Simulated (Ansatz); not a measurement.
The calculation's input:

```
crystal:
  periodic: [false, false, false]
  atoms:
    - {symbol: F, position_ang: [1.862225, -0.562218, -0.841293]}
    - {symbol: P, position_ang: [-1.385180, -1.000615, -0.732842]}
    - {symbol: Si, position_ang: [0.479233, -0.467715, 0.032738]}
    - {symbol: H, position_ang: [-1.860771, -0.622811, 0.584169]}
    - {symbol: H, position_ang: [0.874554, 0.047789, 1.380127]}
basis:
  gaussian:
    orbitals: def2-TZVPD
hamiltonian:
  xc: pbe0
output: {forces: true, orbitals: {seedname: orbitals}}
```

Run with:

```sh
ansatz run input.yaml --threads 1 --pin off --max-ram 2610MiB --events-out events.jsonl --progress --plain --runs-dir runs
```

Geometry: BLYP-D3(BJ)/def2-SVP.

These are results of Ansatz, isolated molecule in a Gaussian basis; Kohn-Sham density functional theory, functional PBE0, not measurements.

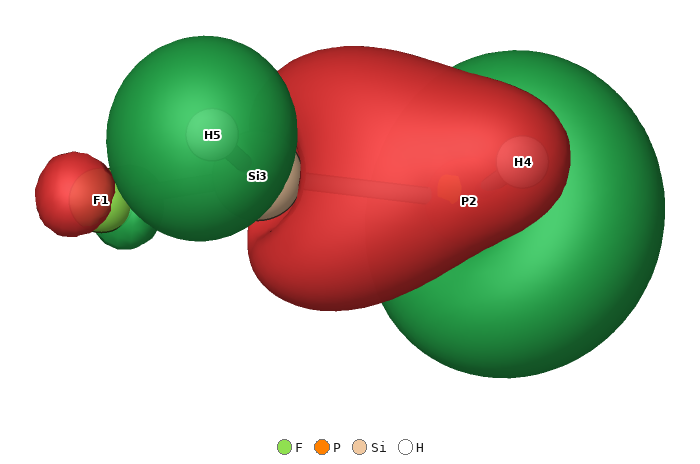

FH2PSi. The HOMO−1 at ±0.1 Å⁻³ᐟ² (green and red are the two phases), seen from one side.

What is the character of this orbital?

Answer. Its weight (Hirshfeld) is mainly on P2 (about 65 %), Si3 (about 20 %) and H5 (about 10 %); it is symmetric in the molecular plane (an in-plane orbital: σ, lone-pair or in-plane π type). Its energy is −8.59 eV.
